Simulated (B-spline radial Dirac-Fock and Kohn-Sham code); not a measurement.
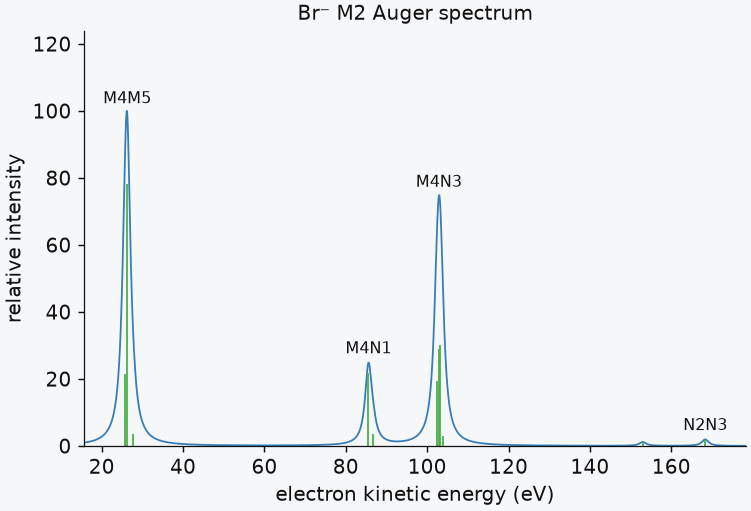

Auger and Coster–Kronig groups that fill an M2 (3p1/2) hole, broadened by 2.0 eV full width. Kinetic energies count from the vacuum level; very weak lines are left out. It refers to the ion Br⁻ in the configuration [Kr], inside a Watson sphere of charge +1 and radius 1.666 Å that stands in for a crystal. Level of theory: independent-particle Coulomb rates on relativistic LDA orbitals, configuration-average energies from Dirac–Fock; calculated with a radial B-spline solver. Widths ruled by Coster–Kronig decay come out up to twice the measured ones in this model.

**Which group is strongest?**

M2-M4M5 at 26.25 eV, 37 % of the non-radiative width.

**How wide is the M2 level from this decay?**

The non-radiative width is 3.33 eV.
